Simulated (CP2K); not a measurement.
# C2H3In (SMILES C#[C][InH2]) at GFN2-xTB

What is the vertical electron affinity of C2H3In at GFN2-xTB? 

Program for the calculation: CP2K 2026.2.

8 further runs of the same task are left out: 4 that didn't finish, 4 set aside as unsound or not needed. Runs told in other sessions of the task aren't counted.

**1. The system as given**

The species is C2H3In (6 atoms), meant as a singlet with charge 0. SMILES: `C#[C][InH2]`. Geometry: relaxed at PBE0-D4/def2-TZVP.

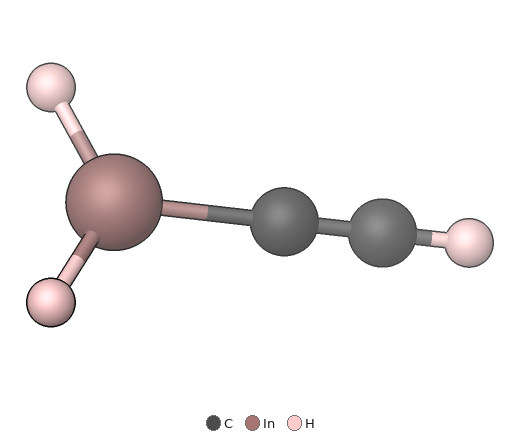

Viewed from a chosen angle; carbon dark grey, indium brown, hydrogen pink.

**2. The energy at GFN2-xTB**

Contents of calc.inp:

```
&GLOBAL
    PROJECT calc
    RUN_TYPE ENERGY
    PRINT_LEVEL MEDIUM
&END GLOBAL
&FORCE_EVAL
    METHOD QUICKSTEP
    &DFT
        &QS
            METHOD XTB
            EPS_DEFAULT 1.0E-10
            &XTB
                GFN_TYPE TBLITE
                &TBLITE
                    METHOD GFN2
                &END TBLITE
                CHECK_ATOMIC_CHARGES F
            &END XTB
        &END QS
        # isolated system
        &POISSON
            PERIODIC NONE
            POISSON_SOLVER ANALYTIC
        &END POISSON
        &SCF
            SCF_GUESS ATOMIC
            EPS_SCF 1.0E-06
            MAX_SCF 150
            ADDED_MOS 4
            &DIAGONALIZATION
                ALGORITHM STANDARD
            &END DIAGONALIZATION
            &MIXING
                METHOD DIRECT_P_MIXING
                ALPHA 0.4
            &END MIXING
            &SMEAR ON
                METHOD FERMI_DIRAC
                ELECTRONIC_TEMPERATURE [K] 300
            &END SMEAR
        &END SCF
        # extra output
        &PRINT
            &MOMENTS
                PERIODIC F
                REFERENCE COM
                MAX_MOMENT 1
            &END MOMENTS
            &MO ON
                ENERGIES T
                OCCUPATION_NUMBERS T
                NDIGITS 6
                &EACH
                    QS_SCF 0
                &END EACH
                ADD_LAST NUMERIC
            &END MO
            &HIRSHFELD OFF
            &END HIRSHFELD
        &END PRINT
    &END DFT
    # atoms, cell and kinds
    &SUBSYS
        # box in angstrom
        &CELL
            ABC 9 13.2 10.9
            PERIODIC NONE
        &END CELL
        &COORD
            C     -0.186600    -1.928000     0.015100
            C     -0.070400    -0.723400     0.005900
            In     0.131900     1.363900    -0.010600
            H     -0.289000    -2.989600     0.023300
            H      0.673500     2.081500    -1.468800
            H     -0.259400     2.195500     1.435000
        &END COORD
        &TOPOLOGY
            &CENTER_COORDINATES
            &END CENTER_COORDINATES
        &END TOPOLOGY
    &END SUBSYS
&END FORCE_EVAL
```

Launch:

```
$ OMP_NUM_THREADS=1 cp2k.psmp -i calc.inp -o calc.out
```

Log:

```text
CP2K| version string:                                       CP2K version 2026.2
[...]
 GLOBAL| Method name                                                        CP2K
[...]
 GLOBAL| Run type                                                         ENERGY
[...]
                             - Atoms:                                          6
[...]
                             - Spherical basis functions:                     20
[...]
 Number of electrons:                                                         14
[...]
  *** SCF run converged in    13 steps ***
[...]
  Fermi energy:                                                -0.27853211459935
[...]
 TB_DIPOLE| Moment [Debye]         -0.01869241      -0.19339865       0.00195898
 TB_DIPOLE| Derivative [a.u.]       0.00000000       0.00000000       0.00000000
[...]
 ENERGY| Total FORCE_EVAL ( QS ) energy [hartree]             -6.891319243697014
[...]
```

Run time: 0.22 s. Hardware: 1 thread of Arm Neoverse V2, shared host.

**3. The doublet anion**

Contents of run.inp:

```
&GLOBAL
    PROJECT run
    RUN_TYPE ENERGY
    PRINT_LEVEL MEDIUM
&END GLOBAL

&FORCE_EVAL
    METHOD Quickstep
    &DFT
        CHARGE -1
        MULTIPLICITY 2
        UKS T
        &QS
            METHOD XTB
            EPS_DEFAULT 1.0E-10
            &XTB
                GFN_TYPE TBLITE
                &TBLITE
                    METHOD GFN2
                &END TBLITE
                CHECK_ATOMIC_CHARGES F
            &END XTB
        &END QS
        &POISSON
            PERIODIC NONE
            POISSON_SOLVER ANALYTIC
        &END POISSON
        &SCF
            SCF_GUESS ATOMIC
            EPS_SCF 1.0E-06
            MAX_SCF 250
            ADDED_MOS 8
            EPS_DIIS 1.0E-04
            &DIAGONALIZATION
                ALGORITHM STANDARD
            &END DIAGONALIZATION
            &MIXING
                METHOD DIRECT_P_MIXING
                ALPHA 0.4
            &END MIXING
            &SMEAR ON
                METHOD FERMI_DIRAC
                ELECTRONIC_TEMPERATURE [K] 1000
                FIXED_MAGNETIC_MOMENT 1.0
            &END SMEAR
        &END SCF
        &PRINT
            &MOMENTS
                PERIODIC F
                REFERENCE COM
                MAX_MOMENT 1
            &END MOMENTS
            &MO ON
                ENERGIES T
                OCCUPATION_NUMBERS T
                NDIGITS 6
                &EACH
                    QS_SCF 0
                &END EACH
                ADD_LAST NUMERIC
            &END MO
            &HIRSHFELD OFF
            &END HIRSHFELD
        &END PRINT
    &END DFT
    &SUBSYS
        &CELL
            ABC 9 13.2 10.9
            PERIODIC NONE
        &END CELL
        &COORD
            C     -0.186600    -1.928000     0.015100
            C     -0.070400    -0.723400     0.005900
            In     0.131900     1.363900    -0.010600
            H     -0.289000    -2.989600     0.023300
            H      0.673500     2.081500    -1.468800
            H     -0.259400     2.195500     1.435000
        &END COORD
        &TOPOLOGY
            &CENTER_COORDINATES
            &END CENTER_COORDINATES
        &END TOPOLOGY
    &END SUBSYS
&END FORCE_EVAL
```

Launch:

```
$ OMP_NUM_THREADS=1 cp2k.psmp run.inp > run.out
```

Log:

```text
CP2K| version string:                                       CP2K version 2026.2
[...]
 GLOBAL| Method name                                                        CP2K
[...]
 GLOBAL| Run type                                                         ENERGY
[...]
                             - Atoms:                                          6
[...]
                             - Spherical basis functions:                     20
[...]
 Number of electrons:                                                          8
[...]
  *** SCF run converged in    27 steps ***
[...]
  Fermi energy:                                                -0.07349079733662
[...]
 TB_DIPOLE| Moment [Debye]          0.02826403       0.29784038      -0.00134943
 TB_DIPOLE| Derivative [a.u.]       0.00000000       0.00000000       0.00000000
[...]
 ENERGY| Total FORCE_EVAL ( QS ) energy [hartree]             -7.031161164261536
[...]
```

Wall time 0.26 s (1 thread of Arm Neoverse V2, shared host).

**4. What came out**

At GFN2-xTB:

```
                                                 quantity         value
                             singlet C2H3In: total energy   -6.89132 Eh
singlet C2H3In: dipole moment (from atomic charges alone)        0.19 D
                              singlet C2H3In: HOMO energy     -11.42 eV
                              singlet C2H3In: LUMO energy      -6.67 eV
                            singlet C2H3In: HOMO–LUMO gap       4.75 eV
                        singlet C2H3In: dispersion energy  -6.53 kJ/mol
                              doublet anion: total energy   -7.03116 Eh
        doublet anion: HOMO energy (highest over α and β)      -0.98 eV
         doublet anion: LUMO energy (lowest over α and β)      -0.75 eV
                         doublet anion: dispersion energy  -9.56 kJ/mol
        vertical electron affinity (to the doublet anion)      3.805 eV
```

At fixed nuclei the extra electron is bound by 3.81 eV (367 kJ/mol). A minimal valence basis can't be trusted even for the sign of an electron affinity. No empirical shift is applied, and without it xTB methods put this difference several eV too high. The dipole (singlet C2H3In) comes from point charges on the atoms alone, without atomic dipoles, so it is partial.
